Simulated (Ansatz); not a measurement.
# CH5OSSi (charge +1): a nudged elastic band in two tries

Aim: a band of images between two relaxed ends for this system. SMILES of the start: [CH2+]SO[SiH3].

All numbers below are computed with Ansatz 0.2.0 (RKS B3LYP/6-31G*).

**1. The structure to begin with**

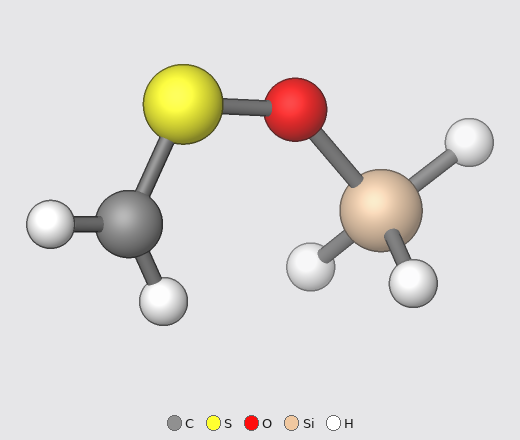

The starting structure, seen from a free direction (carbon grey, sulfur yellow, oxygen red, silicon light orange, hydrogen white).

As a file:

```xyz
9

C    -0.9204    1.6081    0.5022
S     0.0613    0.8580    1.5405
O     0.7044   -0.4352    0.9270
Si    0.6776   -1.3277   -0.6052
H    -1.3909    2.5145    0.8851
H    -1.1376    1.2841   -0.5135
H     1.6236   -2.4152   -0.3258
H    -0.7301   -1.7361   -0.7861
H     1.1122   -0.3506   -1.6243
```

**2. First attempt**

The input, input.yaml:

```yaml
crystal:
  periodic: [false, false, false]
  atoms:
    - { symbol: C, position_ang: [-0.920448, 1.608101, 0.502222] }
    - { symbol: S, position_ang: [0.061269, 0.858025, 1.540537] }
    - { symbol: O, position_ang: [0.704394, -0.435241, 0.927047] }
    - { symbol: Si, position_ang: [0.677574, -1.327688, -0.605176] }
    - { symbol: H, position_ang: [-1.390945, 2.51454, 0.885112] }
    - { symbol: H, position_ang: [-1.137601, 1.284088, -0.513537] }
    - { symbol: H, position_ang: [1.623611, -2.41516, -0.325834] }
    - { symbol: H, position_ang: [-0.730087, -1.736111, -0.786073] }
    - { symbol: H, position_ang: [1.112232, -0.350555, -1.624298] }
total_charge: 1
basis:
  gaussian: { orbitals: "6-31G*" }
hamiltonian:
  xc: b3lyp
neb:
  order_check: false
  images: 7
  f_tol: 0.05
  max_iterations: 8
  final_atoms:
    - { symbol: C, position_ang: [-1.10992905, 1.32305651, 0.83472753] }
    - { symbol: S, position_ang: [0.49266655, 1.49973594, 0.79038949] }
    - { symbol: O, position_ang: [1.20313598, 0.3088096, 0.05574507] }
    - { symbol: Si, position_ang: [0.75446052, -1.21120948, -0.74001058] }
    - { symbol: H, position_ang: [-1.65061478, 2.12737876, 1.3347897] }
    - { symbol: H, position_ang: [-1.66696859, 0.48822952, 0.41547211] }
    - { symbol: H, position_ang: [0.08416007, -2.00790154, 0.30764944] }
    - { symbol: H, position_ang: [-0.17142487, -0.81826002, -1.82186636] }
    - { symbol: H, position_ang: [2.06451316, -1.70984029, -1.17689641] }
  initial_path:
    images:
      - { positions_ang: [[-0.920448, 1.608101, 0.502222], [0.061269, 0.858025, 1.540537], [0.704394, -0.435241, 0.927047], [0.677574, -1.327688, -0.605176], [-1.390945, 2.51454, 0.885112], [-1.137601, 1.284088, -0.513537], [1.623611, -2.41516, -0.325834], [-0.730087, -1.736111, -0.786073], [1.112232, -0.350555, -1.624298]] }
      - { positions_ang: [[-0.945144, 1.60652553, 0.53172782], [0.09903338, 0.87959518, 1.51062702], [0.71108018, -0.39310801, 0.85523827], [0.69341933, -1.33910603, -0.6269331], [-1.41375846, 2.50458043, 0.92632149], [-1.20740992, 1.27336563, -0.46359058], [1.5739159, -2.42982572, -0.25407991], [-0.71919289, -1.67064198, -0.82876608], [1.20805548, -0.43138601, -1.65054494]] }
      - { positions_ang: [[-0.96984, 1.60495005, 0.56123365], [0.13679777, 0.90116535, 1.48071704], [0.71776637, -0.35097501, 0.78342954], [0.70926465, -1.35052407, -0.6486902], [-1.43657192, 2.49462085, 0.96753099], [-1.27721885, 1.26264326, -0.41364416], [1.5242208, -2.44449144, -0.18232582], [-0.70829878, -1.60517297, -0.87145916], [1.30387896, -0.51221703, -1.67679187]] }
      - { positions_ang: [[-0.994536, 1.60337458, 0.59073947], [0.17456215, 0.92273553, 1.45080706], [0.72445255, -0.30884202, 0.7116208], [0.72510998, -1.3619421, -0.6704473], [-1.45938538, 2.48466128, 1.00874048], [-1.34702777, 1.25192088, -0.36369773], [1.4745257, -2.45915716, -0.11057174], [-0.69740467, -1.53970395, -0.91415224], [1.39970244, -0.59304804, -1.70303881]] }
      - { positions_ang: [[-1.019232, 1.60179911, 0.62024529], [0.21232654, 0.9443057, 1.42089708], [0.73113873, -0.26670902, 0.63981207], [0.7409553, -1.37336013, -0.6922044], [-1.48219884, 2.4747017, 1.04994997], [-1.4168367, 1.24119851, -0.31375131], [1.4248306, -2.47382289, -0.03881765], [-0.68651056, -1.47423493, -0.95684532], [1.49552592, -0.67387905, -1.72928575]] }
      - { positions_ang: [[-1.04190626, 1.53211346, 0.67386585], [0.28241154, 1.08316326, 1.26327019], [0.84913805, -0.12282937, 0.49379532], [0.74433161, -1.33282247, -0.70415594], [-1.52430283, 2.38787097, 1.12115991], [-1.47936967, 1.05295626, -0.13144546], [1.08966297, -2.35734255, 0.04779912], [-0.55773914, -1.3102412, -1.17310058], [1.63777273, -0.93286936, -1.59118841]] }
      - { positions_ang: [[-1.06458052, 1.46242781, 0.72748641], [0.35249654, 1.22202082, 1.10564329], [0.96713736, 0.02105029, 0.34777857], [0.74770791, -1.29228481, -0.71610749], [-1.56640681, 2.30104023, 1.19236984], [-1.54190264, 0.86471401, 0.0508604], [0.75449533, -2.24086221, 0.13441589], [-0.42896771, -1.14624747, -1.38935584], [1.78001954, -1.19185967, -1.45309108]] }
      - { positions_ang: [[-1.08725479, 1.39274216, 0.78110697], [0.42258155, 1.36087838, 0.94801639], [1.08513667, 0.16492995, 0.20176182], [0.75108422, -1.25174714, -0.72805903], [-1.60851079, 2.2142095, 1.26357977], [-1.60443561, 0.67647176, 0.23316625], [0.4193277, -2.12438188, 0.22103266], [-0.30019629, -0.98225374, -1.6056111], [1.92226635, -1.45084998, -1.31499374]] }
      - { positions_ang: [[-1.10992905, 1.32305651, 0.83472753], [0.49266655, 1.49973594, 0.79038949], [1.20313598, 0.3088096, 0.05574507], [0.75446052, -1.21120948, -0.74001058], [-1.65061478, 2.12737876, 1.3347897], [-1.66696859, 0.48822952, 0.41547211], [0.08416007, -2.00790154, 0.30764944], [-0.17142487, -0.81826002, -1.82186636], [2.06451316, -1.70984029, -1.17689641]] }
  spring: -5.0
```

Launch:

```console
> ansatz run input.yaml --threads 1 --pin off --max-ram 2048MiB --backend cpu --events-out ev --progress --plain --runs-dir out
```

What it wrote:

```text
Error: invalid value for `neb.spring`: must be finite and > 0; got -5 eV/Å²
```

It took 0.02 s on 1 thread of Arm Neoverse V2, shared host; peak memory 0.031 GiB.

**3. What went wrong**

Nothing was computed: the input was turned down at the start. It says: «invalid value for `neb.spring`: must be finite and > 0; got -5 eV/Å²»

A negative spring would push the images apart instead of spacing them.

Remedy: use a positive spring constant.

**4. The mended input**

input.yaml, as its differences from that of step 2:

```diff
@@ -21,3 +21,3 @@
   f_tol: 0.05
-  max_iterations: 8
+  max_iterations: 60
   final_atoms:
@@ -43,2 +43 @@
       - { positions_ang: [[-1.10992905, 1.32305651, 0.83472753], [0.49266655, 1.49973594, 0.79038949], [1.20313598, 0.3088096, 0.05574507], [0.75446052, -1.21120948, -0.74001058], [-1.65061478, 2.12737876, 1.3347897], [-1.66696859, 0.48822952, 0.41547211], [0.08416007, -2.00790154, 0.30764944], [-0.17142487, -0.81826002, -1.82186636], [2.06451316, -1.70984029, -1.17689641]] }
-  spring: -5.0
```

Launch:

```console
> ansatz run input.yaml --threads 1 --pin off --max-ram 2048MiB --backend cpu --events-out ev --progress --plain --runs-dir out
```

Besides the cure, the cap on steps is lifted. From its log:

```text
NEB iter   1: max|band force component| = 6.648e0 eV/Å  barrier→ = 1.8383 eV  barrier← = 1.8383 eV  Δτ_max = 0.1984 Å  (237 SCF iters)
NEB iter   2: max|band force component| = 3.020e0 eV/Å  barrier→ = 0.3511 eV  barrier← = 0.3511 eV  Δτ_max = 0.1986 Å  (204 SCF iters)
NEB iter   3: max|band force component| = 9.063e-1 eV/Å  barrier→ = 0.1134 eV  barrier← = 0.1134 eV  Δτ_max = 0.1992 Å  (205 SCF iters)
[...]
NEB iter   9: max|band force component| = 6.899e-2 eV/Å  barrier→ = 0.0190 eV  barrier← = 0.0190 eV  CI = image 4  Δτ_max = 0.0640 Å  (204 SCF iters)
NEB iter  10: max|band force component| = 1.019e-1 eV/Å  barrier→ = 0.0181 eV  barrier← = 0.0181 eV  CI = image 4  Δτ_max = 0.0320 Å  (204 SCF iters)
NEB iter  11: max|band force component| = 4.063e-2 eV/Å  barrier→ = 0.0180 eV  barrier← = 0.0181 eV  CI = image 4  Δτ_max = 0.0000 Å  (400 SCF iters)
```

Run time: 4 min. Hardware: 1 thread of Arm Neoverse V2, shared host; peak memory 0.15 GiB.

Second try: 11 iterations, highest image 0.02 eV above the first end.

**5. Summary of results**

```
 quantity                                                                  value
first try                                                                refused
    cause  a negative spring would push the images apart instead of spacing them
```

**Reading.** The fault in the first input was caught at the input check and cost nothing.
